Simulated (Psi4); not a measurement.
**One shape, several levels: C2H8Si (dimethylsilane)**

Wanted: a comparison of 3 runs (B3LYP/6-31G*, HSE06/def2-SVP, TPSSh/def2-SVP) of C2H8Si (dimethylsilane). Input form: a Python script.

The calculation is run with Psi4 1.11.

## 1. The structure to begin with

C2H8Si: 11 atoms, total charge 0, spin state singlet. SMILES: `C[SiH2]C`. The C1–H6 distance was set to 1.967 Å, away from the relaxed value. At this shape a bond of the SMILES string is far longer than usual.

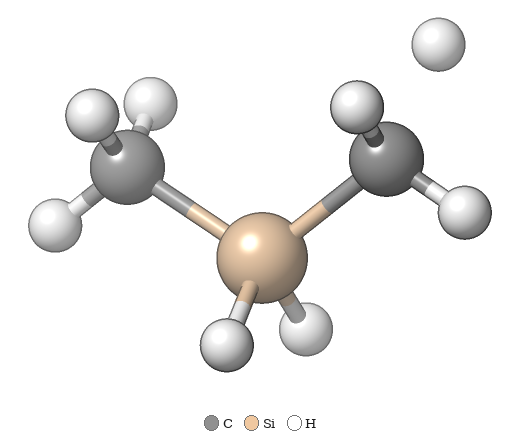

The structure, seen from a chosen angle (carbon grey, silicon light orange, hydrogen white).

## 2. The energy at B3LYP/6-31G(d) (spherical functions) (run 1)

Input file c2h8si.py:

```python
import psi4

psi4.set_memory('1600 MB')
psi4.set_num_threads(1)
psi4.core.set_output_file('output.dat', False)

molecule = psi4.geometry("""
0 1
C     -0.926435     0.425019    -1.335867
Si    -0.185435    -1.195381    -0.762267
C      1.470365    -0.934481     0.071033
H     -1.892035     0.264719    -1.820767
H     -0.267935     0.922419    -2.052467
H     -1.204900     1.644900     0.182100
H     -0.016135    -2.106381    -1.930767
H     -1.121335    -1.861481     0.188633
H      2.181965    -0.466981    -0.614267
H      1.896365    -1.884181     0.402733
H      1.368565    -0.286981     0.945633
units angstrom
symmetry c1
""")

options = {'basis': '6-31G*', 'puream': True, 'e_convergence': 1e-09, 'd_convergence': 1e-08, 'scf_type': 'pk', 'dft_radial_points': 99, 'dft_spherical_points': 590}
psi4.set_options(options)

E, wfn = psi4.energy("b3lyp", return_wfn=True)
print('E =', round(E, 9))
```

Run with:

```sh
$ python c2h8si.py
```

output.dat:

```text
[...]
  Running in c1 symmetry.
[...]
  Nuclear repulsion =  111.857844306920299
[...]
  Multiplicity = 1
[...]
  Nalpha       = 17
  Nbeta        = 17
[...]
    Number of basis functions: 62
[...]
   @RKS iter   1:  -369.91938916146029   -2.69794e-01   1.43374e-02 DIIS/ADIIS
[...]
   @RKS iter  11:  -370.41056237491023   -2.55795e-12   6.80224e-09 DIIS
[...]
    Orbital Energies [Eh]
    ---------------------
    Doubly Occupied:
       1A    -66.107987     2A    -10.213622     3A    -10.157831
       4A     -5.269209     5A     -3.627313     6A     -3.627072
       7A     -3.626617     8A     -0.703960     9A     -0.674267
      10A     -0.497865    11A     -0.423282    12A     -0.408457
      13A     -0.401396    14A     -0.345451    15A     -0.323921
      16A     -0.315265    17A     -0.279941
[...]
  @RKS Final Energy:  -370.41056237491023
   => Energetics <=
    Nuclear Repulsion Energy =            111.8578443069202990
    One-Electron Energy =                -730.5223010005104243
    Two-Electron Energy =                 276.2286395264761154
    DFT Exchange-Correlation Energy =     -27.9747452077961540
    Empirical Dispersion Energy =           0.0000000000000000
    VV10 Nonlocal Energy =                  0.0000000000000000
    Total Energy =                       -370.4105623749102278
[...]
 Multipole Moments:
 ------------------------------------------------------------------------------------
     Multipole            Electronic (a.u.)      Nuclear  (a.u.)        Total (a.u.)
 ------------------------------------------------------------------------------------
 L = 1.  Multiply by 2.5417464519 to convert [e a0] to [Debye]
 Dipole X            :         -0.3679803            0.5944141            0.2264338
 Dipole Y            :         -1.8739494            1.8679765           -0.0059729
 Dipole Z            :         -0.9954057            0.7444469           -0.2509587
 Magnitude           :                                                    0.3380654
[...]
```

On the terminal:

```text
E = -370.410562375
```

It took 9.9 s on 1 thread of AMD EPYC 9R45 (Zen 5), shared host; peak memory 1.2 GiB.

## 3. Energy and gradient at HSE06/def2-SVP (run 2)

Input file c2h8si.xyz:

```xyz
11
C2H8Si
C     -0.926435     0.425019    -1.335867
Si    -0.185435    -1.195381    -0.762267
C      1.470365    -0.934481     0.071033
H     -1.892035     0.264719    -1.820767
H     -0.267935     0.922419    -2.052467
H     -1.204900     1.644900     0.182100
H     -0.016135    -2.106381    -1.930767
H     -1.121335    -1.861481     0.188633
H      2.181965    -0.466981    -0.614267
H      1.896365    -1.884181     0.402733
H      1.368565    -0.286981     0.945633
```

Input file job.py:

```python
import psi4

psi4.set_memory('1600 MB')
psi4.set_num_threads(1)
psi4.set_output_file('psi4.out', False)

with open('c2h8si.xyz') as f:
    atoms = ''.join(f.readlines()[2:])
molecule = psi4.geometry('0 1\n' + atoms + 'symmetry c1\nno_reorient\nno_com')

options = {'basis': 'def2-SVP', 'puream': True, 'e_convergence': 1e-09, 'd_convergence': 1e-08, 'scf_type': 'pk', 'dft_radial_points': 99, 'dft_spherical_points': 590}
psi4.set_options(options)

energy_value, wavefunction = psi4.gradient('hse06', return_wfn=True)
psi4.oeprop(wavefunction, 'WIBERG_LOWDIN_INDICES', 'DIPOLE', 'MAYER_INDICES', title='HSE06')
print('gradient / Eh bohr^-1')
print(energy_value.np.round(6))
print(f'energy = {wavefunction.energy():.10f} Eh')
```

Run with:

```sh
$ python job.py
```

psi4.out, cut to the lines that bear on the results:

```text
[...]
  Running in c1 symmetry.
[...]
  Nuclear repulsion =  111.857844306920271
[...]
  Multiplicity = 1
[...]
  Nalpha       = 17
  Nbeta        = 17
[...]
    Number of basis functions: 86
[...]
   @RKS iter   1:  -369.54393949296042   -1.58446e-01   1.03471e-02 DIIS/ADIIS
[...]
   @RKS iter  12:  -370.04847792152805    2.27374e-12   1.84200e-09 DIIS
[...]
    Orbital Energies [Eh]
    ---------------------
    Doubly Occupied:
       1A    -66.220417     2A    -10.257920     3A    -10.203639
       4A     -5.306453     5A     -3.643442     6A     -3.643345
       7A     -3.642961     8A     -0.704461     9A     -0.672247
      10A     -0.496104    11A     -0.421012    12A     -0.407123
      13A     -0.399026    14A     -0.342556    15A     -0.319933
      16A     -0.314700    17A     -0.278908
[...]
  @RKS Final Energy:  -370.04847792152805
   => Energetics <=
    Nuclear Repulsion Energy =            111.8578443069202706
    One-Electron Energy =                -730.2217102629845158
    Two-Electron Energy =                 274.8587446380708457
    DFT Exchange-Correlation Energy =     -26.5433566035346296
    Empirical Dispersion Energy =           0.0000000000000000
    VV10 Nonlocal Energy =                  0.0000000000000000
    Total Energy =                       -370.0484779215280469
[...]
  -Total Gradient:
     Atom            X                  Y                   Z
    ------   -----------------  -----------------  -----------------
       1        0.004604818302    -0.024521728711    -0.039239432334
       2       -0.000074286090    -0.004312253142    -0.014803168739
       3        0.001840188874     0.000992697078     0.001951417233
       4        0.009680090035    -0.007502512041    -0.005487013707
       5       -0.002745521179    -0.012434084388    -0.003706784178
       6       -0.010715851830     0.046688452761     0.058931547171
       7        0.000589734810     0.000071676678     0.004724660631
       8        0.001684765500     0.001690850261    -0.000387520152
       9       -0.003850323525    -0.002379979858     0.003385279863
      10       -0.002339419259     0.005048042491    -0.001468119959
      11        0.001330309285    -0.003331429720    -0.003902863189
[...]
```

On the terminal:

```text
gradient / Eh bohr^-1
[[ 4.6050e-03 -2.4522e-02 -3.9239e-02]
 [-7.4000e-05 -4.3120e-03 -1.4803e-02]
 [ 1.8400e-03  9.9300e-04  1.9510e-03]
 [ 9.6800e-03 -7.5030e-03 -5.4870e-03]
 [-2.7460e-03 -1.2434e-02 -3.7070e-03]
 [-1.0716e-02  4.6688e-02  5.8932e-02]
 [ 5.9000e-04  7.2000e-05  4.7250e-03]
 [ 1.6850e-03  1.6910e-03 -3.8800e-04]
 [-3.8500e-03 -2.3800e-03  3.3850e-03]
 [-2.3390e-03  5.0480e-03 -1.4680e-03]
 [ 1.3300e-03 -3.3310e-03 -3.9030e-03]]
energy = -370.0484779215 Eh
```

Wall time 37 s (1 thread of AMD EPYC 9R45 (Zen 5), shared host); peak memory 1 GiB.

## 4. A single-point energy at TPSSh/def2-SVP (run 3)

Input file job.py:

```python
import psi4

psi4.set_memory('1600 MB')
psi4.set_num_threads(1)
psi4.core.set_output_file('run.log', False)

mol = psi4.geometry("""
0 1
C
Si 1 1.871842
C 2 1.871933 1 111.46415
H 1 1.09234 2 111.03443 3 -179.99469
H 1 1.092952 4 107.9583 2 121.73622
H 1 1.9672 4 107.96332 5 116.52298
H 2 1.4913 1 109.49062 4 58.71841
H 2 1.491244 7 107.33853 3 -118.7562
H 3 1.092962 2 110.87928 8 178.73457
H 3 1.092443 9 107.9592 2 121.83466
H 3 1.092952 10 107.96117 9 -116.52088
symmetry c1
""")

options = {'basis': 'def2-SVP', 'reference': 'rks', 'puream': True, 'e_convergence': 1e-09, 'd_convergence': 1e-08, 'scf_type': 'pk', 'dft_radial_points': 99, 'dft_spherical_points': 590}
psi4.set_options(options)

e_tot, wfn = psi4.energy('tpssh', return_wfn=True)
psi4.oeprop(wfn, 'LOWDIN_CHARGES', 'WIBERG_LOWDIN_INDICES', 'DIPOLE')
print('E =', round(e_tot, 9))
for k, v in sorted(psi4.core.scalar_variables().items()):
    print(f'{k:45s} {v:18.10f}')
```

Run with:

```sh
$ python job.py
```

run.log:

```text
[...]
  Running in c1 symmetry.
[...]
  Nuclear repulsion =  111.857847263234902
[...]
  Multiplicity = 1
[...]
  Nalpha       = 17
  Nbeta        = 17
[...]
    Number of basis functions: 86
[...]
   @RKS iter   1:  -369.75359907125994   -1.54972e-01   1.07453e-02 DIIS/ADIIS
[...]
   @RKS iter  12:  -370.29276780944440   -1.59162e-12   3.07251e-09 DIIS
[...]
    Orbital Energies [Eh]
    ---------------------
    Doubly Occupied:
       1A    -65.970225     2A    -10.163918     3A    -10.111604
       4A     -5.212390     5A     -3.563562     6A     -3.563459
       7A     -3.563093     8A     -0.682417     9A     -0.652358
      10A     -0.481513    11A     -0.408730    12A     -0.394942
      13A     -0.387178    14A     -0.335493    15A     -0.313568
      16A     -0.305501    17A     -0.275117
[...]
  @RKS Final Energy:  -370.29276780944440
   => Energetics <=
    Nuclear Repulsion Energy =            111.8578472632349019
    One-Electron Energy =                -730.1448754807710202
    Two-Electron Energy =                 279.2834703435415804
    DFT Exchange-Correlation Energy =     -31.2892099354499180
    Empirical Dispersion Energy =           0.0000000000000000
    VV10 Nonlocal Energy =                  0.0000000000000000
    Total Energy =                       -370.2927678094443991
[...]
 Multipole Moments:
 ------------------------------------------------------------------------------------
     Multipole            Electronic (a.u.)      Nuclear  (a.u.)        Total (a.u.)
 ------------------------------------------------------------------------------------
 L = 1.  Multiply by 2.5417464519 to convert [e a0] to [Debye]
 Dipole X            :         -0.8739203            0.5735899           -0.3003305
 Dipole Y            :          1.5667149           -1.6543951           -0.0876802
 Dipole Z            :          1.1997504           -1.1536181            0.0461323
 Magnitude           :                                                    0.3162505
[...]
```

On the terminal:

```text
E = -370.292767809
CURRENT ENERGY                                   -370.2927678094
CURRENT REFERENCE ENERGY                         -370.2927678094
DD SOLVATION ENERGY                                 0.0000000000
DFT FUNCTIONAL TOTAL ENERGY                      -370.2927678094
DFT TOTAL ENERGY                                 -370.2927678094
DFT VV10 ENERGY                                     0.0000000000
DFT XC ENERGY                                     -31.2892099354
GRID ELECTRONS ALPHA                               17.0000001985
GRID ELECTRONS BETA                                17.0000001985
GRID ELECTRONS TOTAL                               34.0000003969
NUCLEAR REPULSION ENERGY                          111.8578472632
ONE-ELECTRON ENERGY                              -730.1448754808
PCM POLARIZATION ENERGY                             0.0000000000
PE ENERGY                                           0.0000000000
SCF ITERATION ENERGY                             -370.2927678094
SCF ITERATIONS                                     12.0000000000
SCF TOTAL ENERGY                                 -370.2927678094
TWO-ELECTRON ENERGY                               279.2834703435
XC GRID RADIAL POINTS                              99.0000000000
XC GRID SPHERICAL POINTS                          590.0000000000
XC GRID TOTAL POINTS                           608964.0000000000
```

It took 32 s on 1 thread of AMD EPYC 9R45 (Zen 5), shared host; peak memory 0.97 GiB.

## 5. All runs side by side

| run | level | task | properties | energy (Eh) | dipole moment (D) | HOMO energy (eV) | LUMO energy (eV) | wall time |
| --- | --- | --- | --- | --- | --- | --- | --- | --- |
| 1 | B3LYP/6-31G* (spherical functions) | energy | – | -370.410562 | 0.86 | -7.62 | -1.88 | 9.9 s |
| 2 | HSE06/def2-SVP | gradient | (wiberg, dipole, mayer) | -370.048478 | 0.75 | -7.59 | -2.28 | 37 s |
| 3 | TPSSh/def2-SVP | energy | (lowdin, wiberg, dipole) | -370.292768 | 0.80 | -7.49 | -2.35 | 32 s |

## 6. What came out

| quantity | value |
| --- | --- |
| run 3: total energy | -370.29277 Eh |
| run 3: dipole moment | 0.80 D |
| run 3: HOMO energy | -7.49 eV |
| run 3: LUMO energy | -2.35 eV |
| run 3: HOMO–LUMO gap | 5.14 eV |

The dipole moment (its size) runs from 0.75 D (HSE06/def2-SVP) to 0.86 D (B3LYP/6-31G*). The two ends differ in method and basis. The HOMO–LUMO gap runs from 5.14 eV (TPSSh/def2-SVP) to 5.74 eV (B3LYP/6-31G*). Totals of different functionals can't be ranked against each other. In runs 1, 2, 3 a closed-shell determinant meets a far-stretched bond, which it describes badly. All runs together took 79 s, the longest 37 s.
